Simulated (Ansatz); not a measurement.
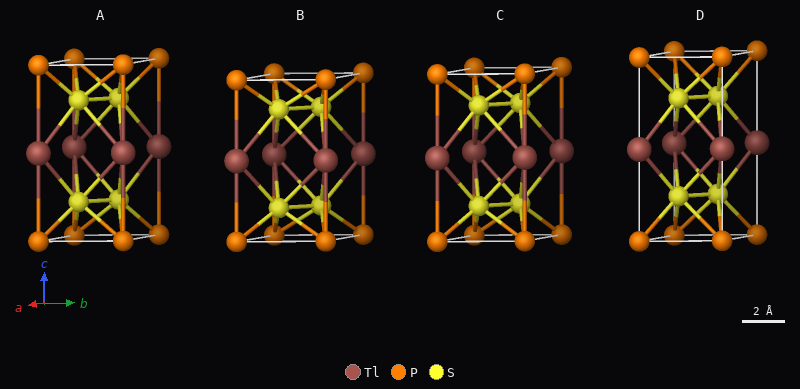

4 geometries from one relaxation of solid TlPS₄ (a generated structure, set up in P6/mmm) (coarse preliminary run), in shuffled order. Style: ball-and-stick. Shown: the cell of the calculation, from a free direction.

Method: Ansatz 0.2.0, DFT PBE, scalar-relativistic, plane waves, PAW. (plane-wave cutoff 420 eV; k-point mesh 6 × 6 × 2; occupations gaussian; smearing width 0.1 eV; no spin polarisation; cell and atoms relaxed; force threshold 0.04 eV/Å; at most 70 steps)

Order the frames from highest to lowest energy.

D, A, C, B. They are steps 0, 1, 2, 6, at +235 meV per atom, +96.0 meV per atom, +14.4 meV per atom relative to the last. The largest moves relative to the cell, 0.30 Å, are those of S atoms. P and Tl stay in place. Cell: a = b 4.003 → 4.310 Å (+7.7 %), c 8.888 → 7.812 Å (−12.1 %). Volume +1.9 %. Among the contacts that change: P–Tl 4.444 → 3.906 Å, P–S 3.107 → 2.918 Å, S–S 2.311 → 2.488 Å, S–Tl 3.308 → 3.445 Å. The space group stays P6/mmm (No. 191). The energy falls by 235 meV per atom in 5 accepted moves (6 points after the start). The largest force component goes from 0.69 to 0.0024 eV/Å. Pressure: 3.85 GPa at the start and −0.09 GPa at the end. At 1 point the geometry stayed and the basis and grid were re-selected for the new cell (energy shift of 0.4 meV per atom at most each time). Cost: 20 s on 1 thread of Arm Neoverse V2, with other jobs on the host, peak memory 0.38 GiB.
